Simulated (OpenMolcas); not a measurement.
## Multiconfigurational calculation for I⁵⁺ (part 2 of 2)

The same run, continued: I⁵⁺. Method: state-averaged RASSCF, active space 2 electrons in the shells 5s 5p 5d; RAS3 5d with at most 2 electrons, basis ANO-RCC-VTZP, DKH2 scalar Hamiltonian, spin-orbit coupling by RASSI with atomic mean-field integrals (OpenMolcas).

**Output (extracts), continued**
```
--- RASSI ---
SPIN-FREE ENERGIES:
  (Shifted by EMIN (a.u.) =      -7105.5172613840)

 SF State       Relative EMIN(au)   Rel lowest level(eV)    D:o, cm**(-1)      L_eff

     4             0.0000000000        0.0000000000              0.0000         0.0
    11             0.4084319211       11.1139987600          89640.4453         1.0
    12             0.4084319211       11.1139987600          89640.4453         1.0
    13             0.4084319215       11.1139987725          89640.4454         1.0
    14             0.5924204759       16.1205823904         130021.2656         1.0
    15             0.5924204759       16.1205823904         130021.2656         1.0
    16             0.5924204764       16.1205824036         130021.2657         1.0
     8             0.9457302977       25.7346324145         207563.8085         2.0
     5             0.9457302977       25.7346324145         207563.8085         2.0
     6             0.9457302977       25.7346324145         207563.8085         2.0
     7             0.9457302977       25.7346324145         207563.8085         2.0
     9             0.9457302982       25.7346324277         207563.8086         2.0
     1             0.9610798933       26.1523161898         210932.6553         1.0
     3             0.9610798938       26.1523162024         210932.6554         1.0
     2             0.9610798938       26.1523162024         210932.6554         1.0
    10             1.1134972189       30.2998029065         244384.3916         0.0
     Dipole printing threshold changed to   1.00000000E+00

++ Dipole transition strengths (spin-free states):
   -----------------------------------------------
     for osc. strength at least  1.00000000E+00

  ( Max oscillator strength is only   0.74211157931773786      )
--
Eigenvalues of complex Hamiltonian:
   -----------------------------------
  (Shifted by EMIN (a.u.) =      -7105.5172613840)

 SO State       Relative EMIN(au)   Rel lowest level(eV)    D:o, cm**(-1)     J-value

     1            -0.0000807410        0.0000000000              0.0000         0.0
     2             0.3690026526       10.0432707808          81004.4418         0.0
     3             0.3854031041       10.4895498021          84603.9248         0.6
     4             0.3854031044       10.4895498080          84603.9249         0.6
     5             0.3854031044       10.4895498080          84603.9249         1.0
     6             0.4281465554       11.6526583640          93985.0280         1.8
     7             0.4281465554       11.6526583640          93985.0280         1.8
     8             0.4281465556       11.6526583704          93985.0281         1.0
     9             0.4281465556       11.6526583704          93985.0281         1.8
    10             0.4281465557       11.6526583725          93985.0281         1.3
    11             0.5957346586       16.2129629693         130766.3652         0.7
    12             0.5957346586       16.2129629693         130766.3652         0.9
    13             0.5957346590       16.2129629823         130766.3653         0.6
    14             0.9093458299       24.7467576834         199596.0614         0.0
    15             0.9335312017       25.4048751758         204904.1370         1.7
    16             0.9335312017       25.4048751768         204904.1370         1.8
    17             0.9335312017       25.4048751758         204904.1370         1.1
    18             0.9335312017       25.4048751768         204904.1370         1.8
    19             0.9335312020       25.4048751859         204904.1370         1.3
    20             0.9420115181       25.6356363420         206765.3513         0.6
    21             0.9420115181       25.6356363420         206765.3513         1.0
    22             0.9420115183       25.6356363484         206765.3513         0.6
    23             0.9923473650       27.0053445137         217812.7927         1.1
    24             0.9923473650       27.0053445147         217812.7927         1.3
    25             0.9923473650       27.0053445137         217812.7927         1.7
    26             0.9923473652       27.0053445188         217812.7928         1.8
    27             0.9923473652       27.0053445188         217812.7928         1.8
    28             1.1271752727       30.6741987881         247404.0981         0.0
Weights of the five most important spin-orbit-free states for each spin-orbit state.

 SO State  Total energy (au)           Spin-free states, spin, and weights
 -------------------------------------------------------------------------------------------------------
    1        -0.000081       4 0.0  0.9999    1 1.0  0.0000    3 1.0  0.0000    2 1.0  0.0000   10 0.0  0.0000
    2         0.369003      12 1.0  0.3333   11 1.0  0.3333   13 1.0  0.3333   15 0.0  0.0000   14 0.0  0.0000
    3         0.385403      12 1.0  0.4921   11 1.0  0.4921   16 0.0  0.0158   15 0.0  0.0000   13 1.0  0.0000
    4         0.385403      13 1.0  0.4921   12 1.0  0.4767   11 1.0  0.0154   15 0.0  0.0105   14 0.0  0.0052
    5         0.385403      13 1.0  0.4921   11 1.0  0.4767   12 1.0  0.0154   14 0.0  0.0105   15 0.0  0.0052
    6         0.428147      12 1.0  0.5001   11 1.0  0.4999   13 1.0  0.0000   16 0.0  0.0000   14 0.0  0.0000
    7         0.428147      11 1.0  0.5000   12 1.0  0.5000   13 1.0  0.0000   14 0.0  0.0000   16 0.0  0.0000
    8         0.428147      13 1.0  0.5000   11 1.0  0.4857   12 1.0  0.0143   14 0.0  0.0000   15 0.0  0.0000
    9         0.428147      13 1.0  0.5000   12 1.0  0.4857   11 1.0  0.0143   15 0.0  0.0000   14 0.0  0.0000
   10         0.428147      13 1.0  0.6667   11 1.0  0.1667   12 1.0  0.1667   14 0.0  0.0000   15 0.0  0.0000
   11         0.595735      15 0.0  0.9842   13 1.0  0.0079   11 1.0  0.0040   12 1.0  0.0039   16 0.0  0.0000
   12         0.595735      14 0.0  0.9842   13 1.0  0.0079   12 1.0  0.0040   11 1.0  0.0039   16 0.0  0.0000
```

**Spin-orbit levels, grouped by J and assigned**

```csv
Configuration,Level,E (cm⁻¹),LS purity (%),Landé g
5s²,¹S₀,0,100,–
5s 5p,³P°₀,"81,000",100,–
5s 5p,³P°₁,"84,600",98,1.493
5s 5p,³P°₂,"93,990",100,1.501
5s 5p,¹P°₁,"130,800",98,1.008
5p²,³P₀,"199,600",94,–
5p²,¹D₂,"204,900",79,1.104
5p²,³P₁,"206,800",100,1.501
5p²,³P₂,"217,800",79,1.397
```

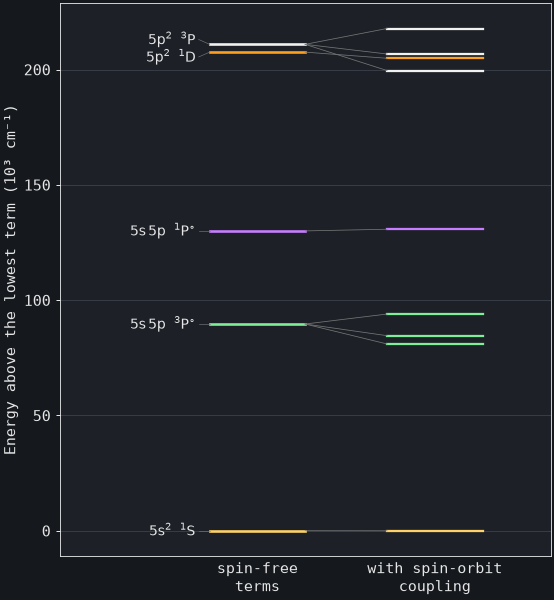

Fig. 1: Terms of I⁵⁺ without and with spin-orbit coupling; the J values are left off. 5s² ¹S (at 0) gives the one level J = 0; 5s 5p ³P° (at 89,600 cm⁻¹) splits over 13,000 cm⁻¹ into J = 0, 1, 2 from the bottom up (normal); 5s 5p ¹P° (at 130,000 cm⁻¹) gives the one level J = 1; 5p² ¹D (at 208,000 cm⁻¹) gives the one level J = 2; 5p² ³P (at 211,000 cm⁻¹) splits over 18,200 cm⁻¹ into J = 0, 1, 2 from the bottom up (normal). The ground level lies 17.7 cm⁻¹ below the lowest term.

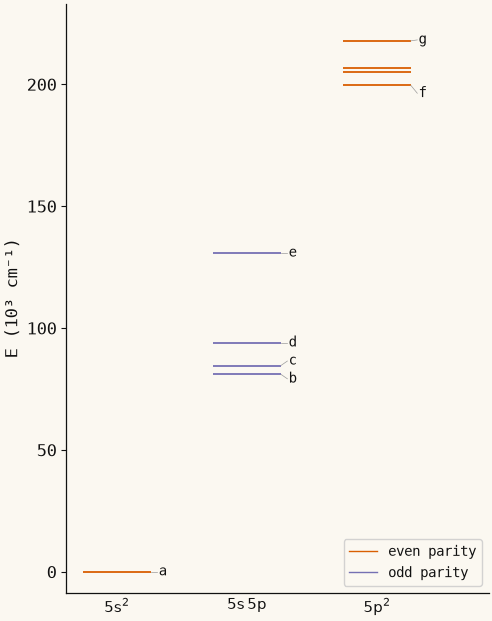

Fig. 2: The lowest computed levels of I⁵⁺, 7 of them lettered. a: 5s² ¹S₀ at 0; b: 5s 5p ³P°₀ at 81,000 cm⁻¹; c: 5s 5p ³P°₁ at 84,600 cm⁻¹; d: 5s 5p ³P°₂ at 94,000 cm⁻¹; e: 5s 5p ¹P°₁ at 131,000 cm⁻¹; f: 5p² ³P₀ at 200,000 cm⁻¹; g: 5p² ³P₂ at 218,000 cm⁻¹.

**Input file**
```
&GATEWAY
Coord
1

I 0.0 0.0 0.0
Basis=ANO-RCC-VTZP
Group=XYZ
NoMove
AngMom=0.0 0.0 0.0
AMFI
&SEWARD
&RASSCF
FileOrb=start.orb
Symmetry=1
Spin=3
nActEl=2 0 0
Inactive=14 9
Ras2=1 3
CIRoot=3 3 1
SDav=3
CIMx=300
Iter=120 100
PrWF=0.3
OrbListing=Nothing
MaxOrb=0
Atom
>>> COPY $Project.JobIph JOBPRE
&RASSCF
FileOrb=start.orb
Symmetry=1
Spin=3
nActEl=2 0 2
Inactive=14 9
Ras2=1 3
Ras3=5 0
CIRoot=3 3 1
SDav=18
CIMx=300
Iter=120 100
PrWF=0.3
OrbListing=Nothing
MaxOrb=0
Thrs=2.0e-7 1.0e-1 5.0e-4
Atom
>>> COPY $Project.JobIph JOB001
&RASSCF
FileOrb=start.orb
Symmetry=1
Spin=1
nActEl=2 0 2
Inactive=14 9
Ras2=1 3
Ras3=5 0
CIRoot=7 7 1
SDav=27
CIMx=300
Iter=120 100
PrWF=0.3
OrbListing=Nothing
MaxOrb=0
Thrs=2.0e-7 1.0e-1 5.0e-4
Atom
>>> COPY $Project.JobIph JOB002
&RASSCF
FileOrb=start.orb
Symmetry=2
Spin=3
nActEl=2 0 2
Inactive=14 9
Ras2=1 3
Ras3=5 0
CIRoot=3 3 1
SDav=18
CIMx=300
Iter=120 100
PrWF=0.3
OrbListing=Nothing
MaxOrb=0
Thrs=2.0e-7 1.0e-1 5.0e-4
Atom
>>> COPY $Project.JobIph JOB003
&RASSCF
FileOrb=start.orb
Symmetry=2
Spin=1
nActEl=2 0 2
Inactive=14 9
Ras2=1 3
Ras3=5 0
CIRoot=3 3 1
SDav=18
CIMx=300
Iter=120 100
PrWF=0.3
OrbListing=Nothing
MaxOrb=0
Thrs=2.0e-7 1.0e-1 5.0e-4
Atom
>>> COPY $Project.JobIph JOB004
&RASSI
NrOfJobIphs=4 3 7 3 3
1 2 3
1 2 3 4 5 6 7
1 2 3
1 2 3
IphNames
JOB001
JOB002
JOB003
JOB004
EJob
SpinOrbit
DIPRint=1.0
SOCoupling=1000.0
Subsets=2
MEES
Property=10
'ANGMOM' 1 'ANGMOM' 2 'ANGMOM' 3 'MLTPL  1' 1 'MLTPL  1' 2 'MLTPL  1' 3
'AMFI' 1 'AMFI' 2 'AMFI' 3 'MLTPL  2' 6
SOProperty=3
'ANGMOM' 1 'ANGMOM' 2 'ANGMOM' 3
```

The file start.orb holds starting orbitals from an earlier step. A driver script formed the levels outside the program, from RASSI's spin-orbit matrix and the active-space energies, averaged over the components of each term or state.

**Results in brief**

```
                                 quantity                                       value
                                  outcome                                   converged
                             lowest level                                     5s² ¹S₀
                      first excited level  5s 5p ³P°₀, 81,004 cm⁻¹ (measured: 85,666)
      energy of the lowest spin-free term                         −7105.51726 hartree
    energy of the lowest spin-orbit level                         −7105.51734 hartree
largest spread among components of a term                                    0.0 cm⁻¹
                                 hardware                   1 CPU thread, shared host
                                wall time                                        19 s
```

**Notes**

Without dynamic correlation the gaps between configurations can be off by an electronvolt or more. Caveats: extra active shells serve correlation only, their own levels not computed; only configurations of the active space are included.
